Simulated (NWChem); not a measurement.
## Energy and gradient calculation of SiH2SClO2

The run: energy and gradient calculation of SiH2SClO2, multiplicity 2. Method and program: HF/STO-3G, UHF (NWChem 7.3.0).

The geometry comes from this level: PBE0-D4/def2-TZVP.

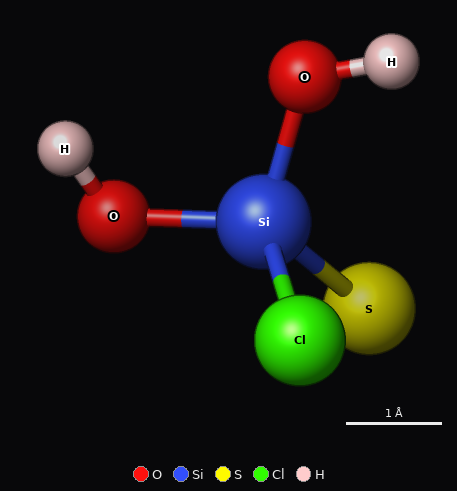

Fig. 1: The structure as given in the input (ball-and-stick view, seen at a tilt).

## The input
```python
from ase.io import read
from ase.calculators.nwchem import NWChem

system = read('work.xyz')

calc = NWChem(
    label='work',
    theory='scf',
    memory='2200 mb',
    basis='STO-3G',
    basispar='spherical bse',
    scf={'nopen': '1', 'uhf': None, 'thresh': '1e-08', 'maxiter': '80', 'print': 'low'},
)
system.calc = calc

forces = system.get_forces()
print("Total energy (eV):", round(system.get_potential_energy(), 6))
print("forces (eV/A):")
for s, f in zip(system.symbols, forces):
    print(f"{s:2s} {f[0]:10.5f} {f[1]:10.5f} {f[2]:10.5f}")
```

## File work.xyz
```
7
ClH2O2SSi gradient
O     -0.721300     0.390200     1.089800
Si     0.021300    -0.031700    -0.297300
O      0.987900    -1.278400     0.072600
S     -1.252400    -0.496200    -1.902100
Cl     1.072800     1.560300    -1.054000
H     -1.337800     1.124200     1.063500
H      1.290700    -1.336400     0.981700
```

## File work.nwi
```
title "work"

permanent_dir work

scratch_dir work

start work

geometry units angstrom nocenter noautosym noautoz
  O  -7.2130000000000005e-01 3.9019999999999999e-01 1.0898000000000001e+00
  Si 2.1299999999999999e-02 -3.1699999999999999e-02 -2.9730000000000001e-01
  O  9.8790000000000000e-01 -1.2784000000000000e+00 7.2599999999999998e-02
  S  -1.2524000000000000e+00 -4.9619999999999997e-01 -1.9020999999999999e+00
  Cl 1.0728000000000000e+00 1.5603000000000000e+00 -1.0540000000000000e+00
  H  -1.3378000000000001e+00 1.1242000000000001e+00 1.0634999999999999e+00
  H  1.2907000000000000e+00 -1.3364000000000000e+00 9.8170000000000002e-01
end

memory 2200 mb

basis spherical bse noprint
   * library STO-3G
end

scf
  nopen 1
  uhf
  thresh 1e-08
  maxiter 80
  print low
end

task scf gradient
```

Run on 1 thread of Intel Xeon (Sapphire Rapids), 16 GiB of memory available, shared host.

Run as:
```bash
export ASE_NWCHEM_COMMAND="nwchem PREFIX.nwi > PREFIX.nwo"
python run.py
```

## Log
```
Total energy (eV): -34893.245632
forces (eV/A):
O     0.70597   -0.97728    1.11498
Si   -1.18168   -0.28534   -0.39976
O     0.26652   -0.94395   -1.27609
S    -0.17190   -0.24631   -0.04222
Cl    0.89798    1.11560   -0.19900
H    -0.71235    0.98957   -0.43889
H     0.19546    0.34777    1.24097
```

## Key numbers

- outcome: converged
- total energy: −1282.303136 hartree
- basis functions: 39
- largest force: 1.642 eV/Å
- ⟨S²⟩: 0.753
- wall time: 20 s
- peak memory: 0.1 GiB
